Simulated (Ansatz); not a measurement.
YRu$_{2}$Si$_{2}$ (space group I4/mmm)

```xyz
5
Lattice="-2.0827 2.0827 4.7686 2.0827 -2.0827 4.7686 2.0827 2.0827 -4.7686" Properties=species:S:1:pos:R:3 pbc="T T T"
Y      0.0000     0.0000     0.0000
Si     0.0000     0.0000     3.4999
Si     0.0000     0.0000     6.0373
Ru     2.0827     0.0000     2.3843
Ru     0.0000     2.0827     2.3843
```

The relaxed cell is deformed in two ways at once: its volume V is scaled, and at that volume it is stretched along z (the c axis of the conventional cell) so that c/a changes. Fractional atomic positions are held.

Computed with r2SCAN (plane waves to 500 eV, PAW, scalar-relativistic; Ansatz, a quantum-chemistry and plane-wave program). k mesh 16×16×16 (Γ-centred), Fermi-Dirac smearing 0.05 eV. Energies are smeared free energies. As the atoms are clamped, bonds stretch with the cell, which overstates energies and stresses. With partly filled bands, the response to shear is sensitive to the k mesh, so small differences along c/a are uncertain. YRu2Si2 is run without spin polarisation. YRu2Si2 was relaxed with its symmetry unable to fall. The zero of ΔE is the relaxed starting cell.

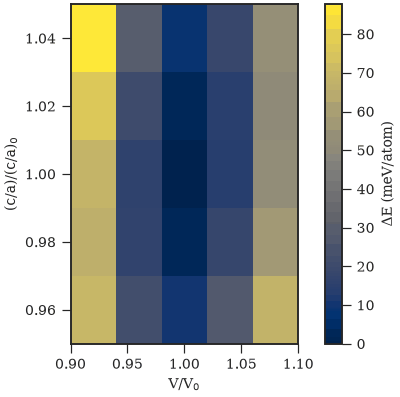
ΔE (meV/atom) over the 5×5 grid of computed points.

The modulus against c/a change at fixed volume, (3/4V)·∂²E/∂(ln c/a)² (fit, atoms clamped) is 84 GPa, an upper bound as the atoms could relax. Lowest place on the grid: V/V₀ = 1.000, (c/a)/(c/a)₀ = 1.000 (0 meV/atom). Highest place on the grid: V/V₀ = 0.920, (c/a)/(c/a)₀ = 1.040 (88 meV/atom).

Near the relaxed cell σzz − σxx = −2Cδ (compression positive), C being this modulus and δ the logarithm of the ratio.

(A scan under strain: stresses follow from slopes of the energy per volume, elastic moduli from its curvatures.)
